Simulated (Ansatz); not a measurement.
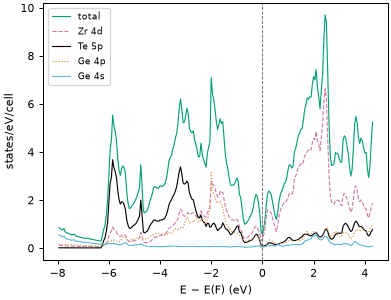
Total and projected density of states of ZrGeTe in space group P4/nmm (No. 129; Zr on 2c, Ge on 2a, Te on 2c), the program Ansatz at the LDA level (PAW)

Question: Which orbitals carry the states next to the Fermi level?

Answer: Within 0.5 eV of the Fermi level: Zr 4d 55 %, Ge 4p 18 %, Te 5p 16 %. Projections are on Löwdin-orthogonalised atomic valence shells; empty p or d shells of many metals are not among them.

Question: Where is the tallest occupied peak in this window, and what makes it?

Answer: Near -2.0 eV, about 7.1 states/eV per cell; the largest projected share is Ge 4p.

The workflow started from a Materials Project entry (that database holds measured and hypothetical structures alike); the Crystallography Open Database files this formula in space group No. 129, but the cells were not matched. Its standing as an ambient phase is unchecked. Symmetry was held in the LDA relaxation; its stability against distortions is not shown here. No spin polarisation was allowed. Spin–orbit coupling is left out wherever it is not named.

Potentials: the later of the program's two PAW sets.
